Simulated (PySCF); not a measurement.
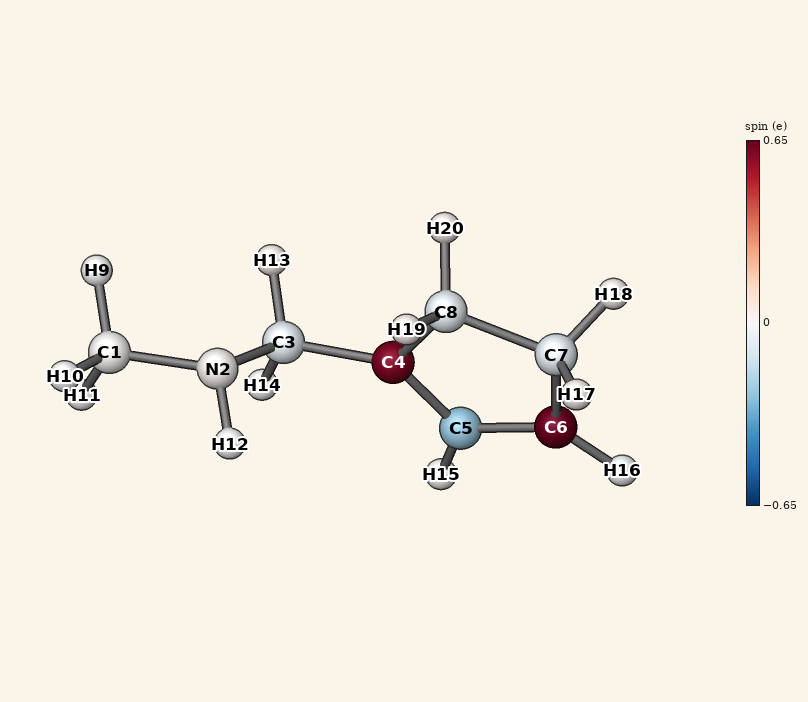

Atoms are coloured by their Mulliken spin populations. The species is neutral and a spin doublet. The geometry was computed by an optimisation with GFN2-xTB. No frequency run is at hand to confirm it as a minimum. Properties computed with UKS B3LYP, pcH-1 on C H N, non-relativistic (PySCF 2.14.0).

Question: Which atom carries the largest spin population?

Answer: C6 (0.64 e).

Question: Which atom has the lowest spin population?

Answer: C5 (−0.24 e); a negative value comes from spin polarisation.

Give the Mulliken spin populations atom by atom.

| atom | value (e) |
| --- | --- |
| C1 | 0.01 |
| N2 | 0.02 |
| C3 | −0.05 |
| C4 | 0.61 |
| C5 | −0.24 |
| C6 | 0.64 |
| C7 | −0.05 |
| C8 | −0.05 |
| H9 | 0.00 |
| H10 | 0.00 |
| H11 | 0.00 |
| H12 | 0.00 |
| H13 | 0.03 |
| H14 | 0.00 |
| H15 | 0.01 |
| H16 | −0.03 |
| H17 | 0.03 |
| H18 | 0.03 |
| H19 | 0.03 |
| H20 | 0.03 |

Mulliken values depend strongly on the basis set.
